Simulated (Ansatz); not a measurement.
```xyz
11

Si    0.4107   -0.0665    0.0252
Si    0.2463   -0.0610    2.3785
H    -0.6664   -1.1445    2.8512
H     1.5902   -0.3036    2.9882
H    -0.2609    1.2476    2.8837
H     1.8273   -0.3129   -0.3859
H    -0.0209    1.2386   -0.5521
H    -0.4273   -1.1550   -0.5603
S    -3.0890    0.4795    0.9510
H    -3.1985   -0.7107    0.3187
H    -3.2895   -0.0842    2.1637
```

The calculation used Ansatz 0.2.0, RKS B3LYP-D4/def2-SVP.

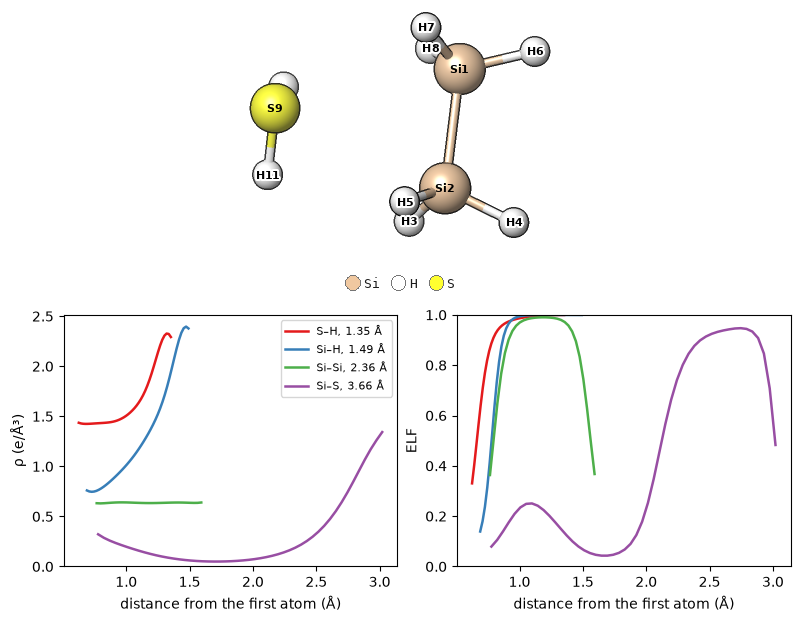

H₆Si₂···H₂S. Electron density and electron localisation function along straight lines between neighbouring atoms. The curves leave out the atomic cores. The structure is drawn too.

What can be read from the curves?

Answer. S–H (1.35 Å): ρ at the midpoint is about 1.4 e/Å³; the ELF climbs to about 1 towards the hydrogen, as it does in any bond to H.
Si–H (1.49 Å): ρ at the midpoint is about 0.75 e/Å³; the ELF climbs to about 1 towards the hydrogen.
Si–Si (2.36 Å): ρ is about 0.63 e/Å³ halfway; the ELF peaks at about 1 between the atoms, as expected for a covalent bond.
Si1···S9 (3.66 Å): the density falls to about 0.05 e/Å³ on the way; the ELF dips to about 0.05 between them: a weak contact between the two molecules.
